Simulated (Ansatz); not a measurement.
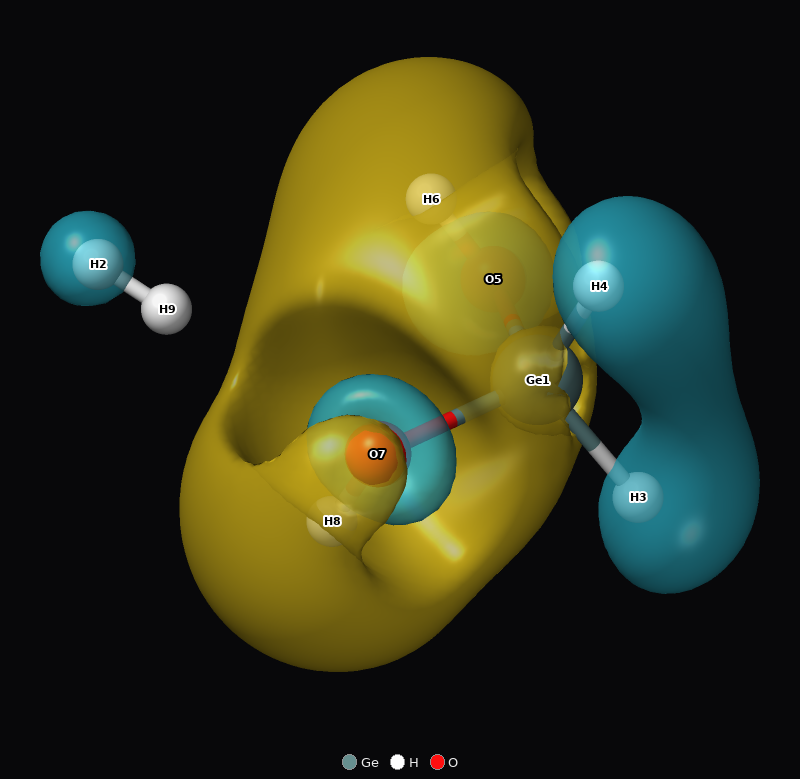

Figure. GeH4O2···H2. One frontier orbital at ±0.08 Å⁻³ᐟ² (yellow and cyan are the two phases), seen at a tilt.

These are results of RKS BLYP-D4/def2-SVP in Ansatz 0.2.0, not measurements.

Input

```
crystal:
  periodic: [false, false, false]
  atoms:
    - { symbol: Ge, position_ang: [0.150162, -0.554237, -0.288102] }
    - { symbol: H, position_ang: [-0.079107, 0.234, 2.352122] }
    - { symbol: H, position_ang: [1.222276, -0.241848, -1.365002] }
    - { symbol: H, position_ang: [-0.406422, 0.700552, 0.417591] }
    - { symbol: O, position_ang: [-1.135689, -1.406895, -1.235559] }
    - { symbol: H, position_ang: [-1.927281, -1.572637, -0.686745] }
    - { symbol: O, position_ang: [0.794178, -1.665648, 0.954891] }
    - { symbol: H, position_ang: [1.065921, -2.505546, 0.528703] }
    - { symbol: H, position_ang: [0.220862, -0.35144, 2.6432] }
basis:
  gaussian: { orbitals: def2-SVP }
hamiltonian:
  xc: blyp
  dispersion: d4
relax:
  f_tol: 0.03
  max_steps: 50
output:
  orbitals: {}
```

Launched as:

```sh
ansatz run input.yaml --threads 2 --pin off --max-ram 3072MiB --backend cpu --events-out ev --progress --plain --runs-dir out
```

The fields are those of the run's last geometry, not of the input's.

Question: Which orbital is it: HOMO or LUMO?

Answer: The LUMO, at −0.31 eV. It lies mainly on Ge1 (about 30 %), O7 (about 15 %), O5 (about 15 %), H8 (about 10 %) and H6 (about 10 %).
